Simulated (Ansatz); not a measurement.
# Is the response still linear at 0.3 V/Å? NbSi2N4 monolayer

The dipole of a slab grows in proportion to a weak field along its normal. Does the weak-field slope carry to a strong field?

Set-up. Ansatz 0.2.0, plane waves with PAW datasets (its set soft_2), PBE-D3(BJ); atoms held at their relaxed places, 18 Å of vacuum, dipole correction, cell area 7.54 Å², spin-polarised, 18×18 k-points, smearing 0.05 eV. Without field the slab has no gap over 0.05 eV.

```
  run  field (V/Å)  dipole (e·Å)
run 1        −0.05      −0.01658
run 2         0.00       0.00000
run 3         0.05       0.01658
run 4         0.10       0.03317
run 5         0.30             ?
```

Q: Estimate the withheld value from the rows shown.

A least-squares line through the 4 rows shown has slope 0.331660 and intercept 0.000001; no row lies more than 0.00001 e·Å off it. A perfect conductor with that slope would be 180.95 × 0.33166 / 7.54 = 7.96 Å thick. At 0.30 it gives 0.331660 × 0.30 + 0.000001 = 0.09950 e·Å, beyond the rows fitted. Rounding and scatter of the rows alone allow about ±0.00002 e·Å there.

The run itself gives 0.09952 e·Å: a miss of +0.00002 e·Å. That is under 1 % of the induced dipole, so the response is still linear.

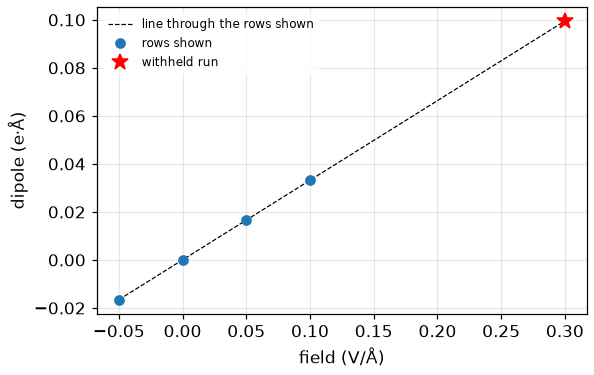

The fit and the withheld run.

Caveats: Ions are held, so this is the electronic response. Of the series that stay linear within 1 %, this collection keeps about one in seven, and it keeps all that bend. With a small gap or none the response hangs on mesh and smearing, which were not varied here.

[Logs are printed without paths, hosts, clocks, repeated set-up lines and the standing remarks that a program may print on its own settings, such as how far it seeks lower states.]
